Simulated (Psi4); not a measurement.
# CAM-B3LYP/aug-cc-pVTZ run of OH− (hydroxide)

Aim: the vertical ionisation energy of OH− (hydroxide) at CAM-B3LYP/aug-cc-pVTZ, from 2 runs. 

The calculation is run with Psi4 1.11.

2 further runs of the same task are left out: 2 set aside as unsound or not needed.

## Step 1: Starting point

OH−: 2 atoms, total charge -1, spin state singlet. SMILES: `[OH-]`. Geometry: relaxed at PBE0-D4/def2-TZVPD.

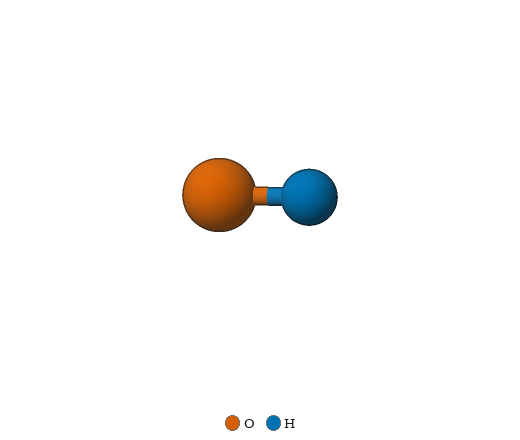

Viewed from a chosen angle; oxygen orange, hydrogen blue.

## Step 2: Energy and gradient at CAM-B3LYP/aug-cc-pVTZ

Contents of input.in:

```
memory 1600 MB

molecule m {
  -1 1
  O
  H 1 0.963549
  symmetry c1
}

set {
  reference            rks
  puream               true
  e_convergence        1e-09
  d_convergence        1e-08
  scf_type             pk
  dft_radial_points    99
  dft_spherical_points 590
}

E, wfn = gradient("cam-b3lyp/aug-cc-pVTZ", return_wfn=True)
oeprop(wfn, "MULLIKEN_CHARGES", "MAYER_INDICES", "WIBERG_LOWDIN_INDICES")
print_variables()
```

Started as:

```console
$ psi4 -i input.in -o input.out -n 1
```

input.out (excerpt; [...] marks lines left out):

```text
[...]
  Running in c1 symmetry.
[...]
  Nuclear repulsion =    4.393567618626557
[...]
  Multiplicity = 1
[...]
  Nalpha       = 5
  Nbeta        = 5
[...]
    Number of basis functions: 69
[...]
   @RKS iter   1:   -75.46949168185984   -2.40791e-01   1.33826e-02 DIIS/ADIIS
[...]
   @RKS iter  11:   -75.80921403066105   -2.68585e-12   7.30377e-09 DIIS
[...]
    Orbital Energies [Eh]
    ---------------------
    Doubly Occupied:
       1A    -18.846790     2A     -0.675827     3A     -0.163853
       4A     -0.026335     5A     -0.026335
[...]
  @RKS Final Energy:   -75.80921403066105
   => Energetics <=
    Nuclear Repulsion Energy =              4.3935676186265571
    One-Electron Energy =                -116.3579975251304859
    Two-Electron Energy =                  42.8229268768113798
    DFT Exchange-Correlation Energy =      -6.6677110009684899
    Empirical Dispersion Energy =           0.0000000000000000
    VV10 Nonlocal Energy =                  0.0000000000000000
    Total Energy =                        -75.8092140306610389
[...]
 Multipole Moments:
 ------------------------------------------------------------------------------------
     Multipole            Electronic (a.u.)      Nuclear  (a.u.)        Total (a.u.)
 ------------------------------------------------------------------------------------
 L = 1.  Multiply by 2.5417464519 to convert [e a0] to [Debye]
 Dipole X            :          0.0000000            0.0000000            0.0000000
 Dipole Y            :         -0.0000000            0.0000000           -0.0000000
 Dipole Z            :         -0.3800609            0.8494810            0.4694202
 Magnitude           :                                                    0.4694202
[...]
  -Total Gradient:
     Atom            X                  Y                   Z
    ------   -----------------  -----------------  -----------------
       1        0.000000000000    -0.000000000000    -0.000809697956
       2        0.000000000000     0.000000000000     0.000809617671
[...]
  Mulliken Charges: (a.u.)
   Center  Symbol    Alpha    Beta     Spin     Total
       1     O     4.52445  4.52445  0.00000 -1.04890
       2     H     0.47555  0.47555  0.00000  0.04890
   Total alpha =  5.00000, Total beta =  5.00000, Total charge = -1.00000
  Mayer Bond Indices:
[...]
```

Wall time 5.7 s (1 thread of Intel Xeon 6975P-C (Granite Rapids), shared host); peak memory 0.52 GiB.

## Step 3: Doublet neutral OH

Contents of calc.inp:

```
memory 1600 mb

molecule {
  0 2
  O      0.411800    -0.131800     0.212500
  H     -0.411800     0.131800    -0.212500
  units angstrom
  symmetry c1
  no_reorient
  no_com
}

set basis aug-cc-pVTZ
set reference uks
set puream true
set e_convergence 1e-09
set d_convergence 1e-08
set scf_type pk
set dft_radial_points 99
set dft_spherical_points 590
set maxiter 100

e_tot, wfn = gradient("cam-b3lyp", return_wfn=True)
print_variables()
```

Started as:

```console
$ psi4 -i calc.inp -o calc.out -n 1
```

calc.out (excerpt; [...] marks lines left out):

```text
[...]
  Running in c1 symmetry.
[...]
  Nuclear repulsion =    4.393567039872163
[...]
  Multiplicity = 2
[...]
  Nalpha       = 5
  Nbeta        = 4
[...]
    Number of basis functions: 69
[...]
   @UKS iter   1:   -75.69567918313770   -4.66978e-01   5.18857e-03 DIIS/ADIIS
[...]
   @UKS iter  10:   -75.74242534037145   -3.18323e-12   3.42503e-09 DIIS
[...]
   @S^2 Observed:                7.526155523E-01
[...]
  @UKS Final Energy:   -75.74242534037145
   => Energetics <=
    Nuclear Repulsion Energy =              4.3935670398721633
    One-Electron Energy =                -112.6816437496214292
    Two-Electron Energy =                  39.0670085168334964
    DFT Exchange-Correlation Energy =      -6.5213571474556895
    Empirical Dispersion Energy =           0.0000000000000000
    VV10 Nonlocal Energy =                  0.0000000000000000
    Total Energy =                        -75.7424253403714545
[...]
 Multipole Moments:
 ------------------------------------------------------------------------------------
     Multipole            Electronic (a.u.)      Nuclear  (a.u.)        Total (a.u.)
 ------------------------------------------------------------------------------------
 L = 1.  Multiply by 2.5417464519 to convert [e a0] to [Debye]
 Dipole X            :         -6.0103948            5.4473245           -0.5630702
 Dipole Y            :          1.9236766           -1.7434613            0.1802153
 Dipole Z            :         -3.1015272            2.8109676           -0.2905596
 Magnitude           :                                                    0.6587492
[...]
  -Total Gradient:
     Atom            X                  Y                   Z
    ------   -----------------  -----------------  -----------------
       1       -0.008465689519     0.002709514033    -0.004368526039
       2        0.008465741966    -0.002709530819     0.004368553103
[...]
```

Run time: 7.2 s. Hardware: 1 thread of Intel Xeon 6975P-C (Granite Rapids), shared host; peak memory 0.51 GiB.

## Step 4: Summary of results

At CAM-B3LYP/aug-cc-pVTZ:

| quantity | value |
| --- | --- |
| singlet OH−: total energy | -75.80921 Eh |
| singlet OH−: HOMO energy | -0.72 eV |
| singlet OH−: LUMO energy | 4.32 eV |
| singlet OH−: HOMO–LUMO gap (to an unbound level, set by the basis) | 5.04 eV |
| singlet OH−: largest force on an atom | 0.042 eV/Å |
| doublet neutral OH: total energy | -75.74243 Eh |
| doublet neutral OH: dipole moment | 1.67 D |
| doublet neutral OH: HOMO energy (highest over α and β) | -10.89 eV |
| doublet neutral OH: LUMO energy (lowest over α and β) | -3.30 eV |
| doublet neutral OH: ⟨S²⟩ | 0.753 |
| doublet neutral OH: largest force on an atom | 0.509 eV/Å |
| vertical detachment energy (to the doublet neutral) | 1.817 eV |

**Reading.** Removing an electron at fixed nuclei costs 1.82 eV (175 kJ/mol). The negative HOMO energy of the first species, 0.72 eV, lies 1.10 eV below that difference.
